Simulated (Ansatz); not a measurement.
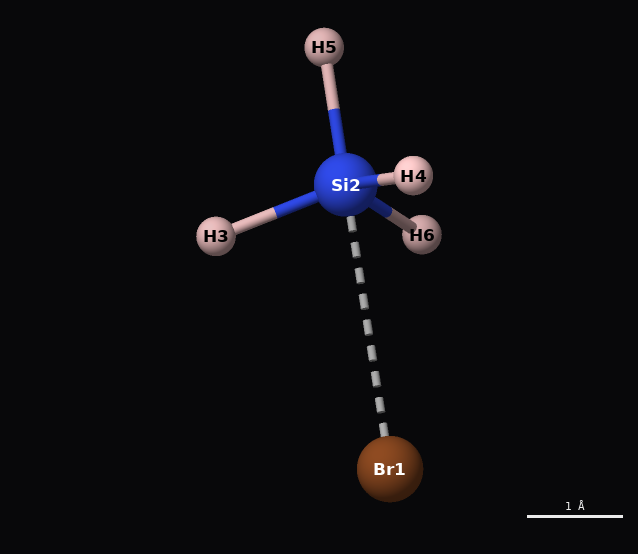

Two molecules or ions; the broken line marks their closest contact (measured against van der Waals radii). Charge −1, singlet. The geometry was computed by an optimisation with PBE0-D4/def2-TZVPD. Program: Ansatz 0.2.0.

Q: Which two species are they?

A: Br and SiH4 (`[Br-].[SiH4]`).

Q: How long is the contact?

A: Br1···Si2 is 3.15 Å.

Give the counterpoise-corrected interaction energy (kcal/mol, monomers kept as in the pair) with CCSD(T)/CBS (MP2 limit from def2-TZVPPD and def2-QZVPPD plus CCSD(T) − MP2).

```tsv
level	interaction energy (kcal/mol)
CCSD(T)/CBS (MP2 limit from def2-TZVPPD and def2-QZVPPD plus CCSD(T) − MP2)	−9.2
```
